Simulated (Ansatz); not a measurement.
# C$_{3}$H$_{6}$GeO$_{2}$ (SMILES C=[CH][GeH2][C](=O)O): what the fields show

The calculation's input:

```
crystal:
  periodic: [false, false, false]
  atoms:
    - {symbol: C, position_ang: [-1.335991, 0.844843, 0.244197]}
    - {symbol: C, position_ang: [-0.692168, -0.119976, 0.910750]}
    - {symbol: C, position_ang: [2.183482, -0.257252, 2.371608]}
    - {symbol: Ge, position_ang: [0.238133, 0.183186, 2.590189]}
    - {symbol: O, position_ang: [3.106025, 0.381055, 2.806212]}
    - {symbol: O, position_ang: [2.349406, -1.399438, 1.667047]}
    - {symbol: H, position_ang: [-1.842537, 0.651350, -0.708418]}
    - {symbol: H, position_ang: [-1.389185, 1.874092, 0.616811]}
    - {symbol: H, position_ang: [-0.660610, -1.133874, 0.493834]}
    - {symbol: H, position_ang: [0.135382, 1.659286, 3.006705]}
    - {symbol: H, position_ang: [-0.293413, -0.741112, 3.705295]}
    - {symbol: H, position_ang: [3.311118, -1.561989, 1.606014]}
basis:
  gaussian: {orbitals: def2-SVPD}
hamiltonian: {xc: {name: PBE0}}
output: {forces: true, orbitals: {seedname: orbitals}}
```

Run with:

```sh
ansatz run input.yaml --threads 4 --pin off --max-ram 7830MiB --events-out events.jsonl --progress --plain --runs-dir runs
```

Geometry: B3LYP-D3(BJ)/def2-SVP.

All numbers below come from Ansatz 0.2.0, isolated molecule in a Gaussian basis; Kohn-Sham density functional theory, functional PBE0.

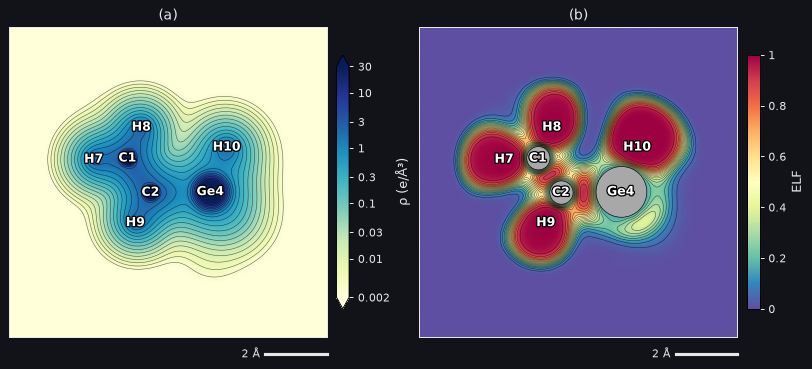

Figure 1. (a) total electron density; (b) electron localisation function on the plane of atoms C1, C2 and H9. Grey discs cover the atomic cores in the ELF map.

Q: Describe what can be read from this map.

A: The plane passes through C, Ge and H nuclei. C–C (1.34 Å): the density is about 2.3 e/Å³ at the midpoint; the ELF peaks at about 0.90 between the atoms: a multiple bond. C–Ge (1.94 Å): ρ at the midpoint is about 0.89 e/Å³; the ELF peaks at about 0.95 in the valence shell of C, 0.7 Å from its nucleus, and is about 0.70 at the midpoint. C–H (1.10 Å): the density is about 1.9 e/Å³ at the midpoint; the ELF climbs to about 1 towards the hydrogen, as it does in any bond to H: a covalent bond by its length.

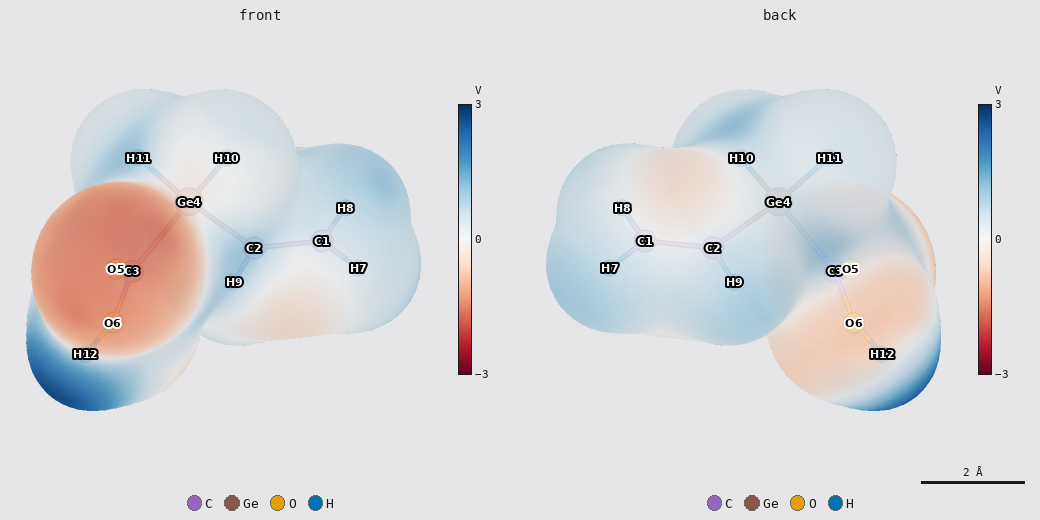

Figure 2. The electrostatic potential painted on the density surface at 0.002 e/bohr³, seen from the front and from behind; red is negative and blue positive.

Q: Which sites attract a positive test charge, and which a negative one?

A: A positive charge is drawn to the negative regions and a negative charge to the positive ones. The most negative region (about −1.6 V, or −37 kcal/mol for a unit charge) lies over O5, the most positive (about +2.6 V, or +60 kcal/mol for a unit charge) over H12. O5 is the likeliest acceptor of a hydrogen bond.

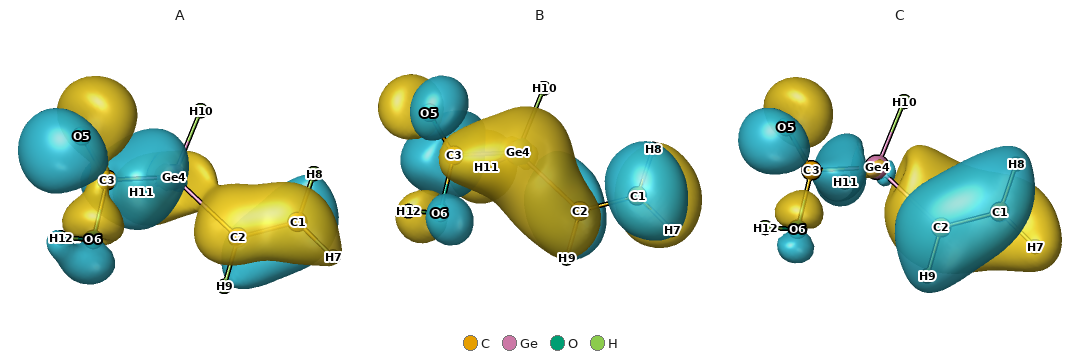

Figure 3. Three frontier orbitals at ±0.08 Å⁻³ᐟ² (yellow and cyan are the two phases), in no order.

Q: Order the three orbitals by energy and name them.

A: C is the HOMO−1 (−8.47 eV). It lies mainly on C2 (about 35 %), C1 (about 30 %), O5 (about 15 %) and Ge4 (about 10 %); π-bonding across C2–C1. A is the HOMO (−7.66 eV). It lies mainly on O5 (about 35 %), C3 (about 15 %), C1 (about 15 %), Ge4 (about 10 %), C2 (about 10 %) and O6 (about 5 %). B is the LUMO (−0.81 eV). By Hirshfeld shares it lies mainly on C1 (about 20 %), C3 (about 20 %), C2 (about 15 %), Ge4 (about 15 %) and O5 (about 10 %).

Q: What is the HOMO–LUMO gap?

A: 6.85 eV between the orbital energies.
